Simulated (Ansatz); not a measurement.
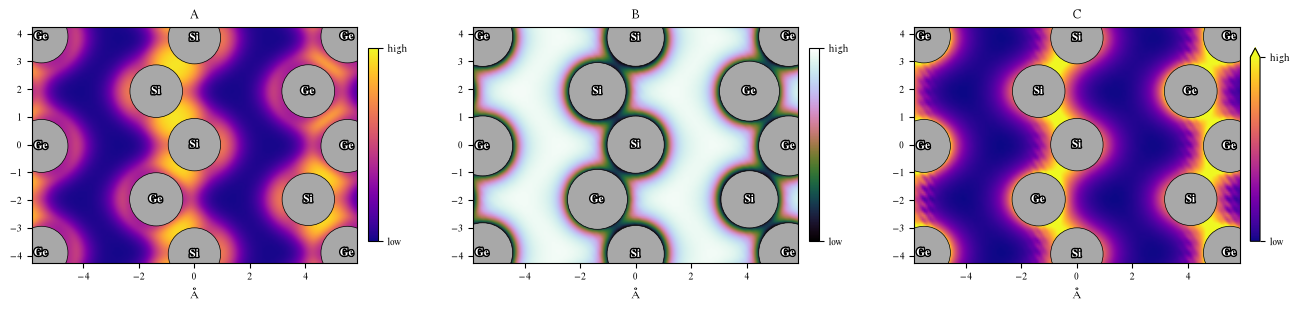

Si$_{5}$Ge$_{3}$: 3 fields on the (100) plane of the conventional cell, with unlabelled colour scales. Grey discs cover the atomic cores.

Space group C2; a generated structure, not necessarily the stable one.

These are results of DFT PBEsol, scalar-relativistic, plane waves, PAW in Ansatz, not measurements.

Match the panels to the quantities (electron localisation function, electrostatic potential energy of an electron and valence pseudo-density).

Answer. Panel A: electron localisation function. Panel B: electrostatic potential energy of an electron (low next to the atoms, rising into the space between them). Panel C: valence pseudo-density. From the grid: Si–Si (2.37 Å): ρ is about 0.56 e/Å³ halfway; the ELF peaks at about 0.95 between the atoms (a shared electron pair). Si–Ge (2.40 Å): ρ is about 0.53 e/Å³ halfway; the ELF peaks at about 0.90 between the atoms; localised, covalent bonding.
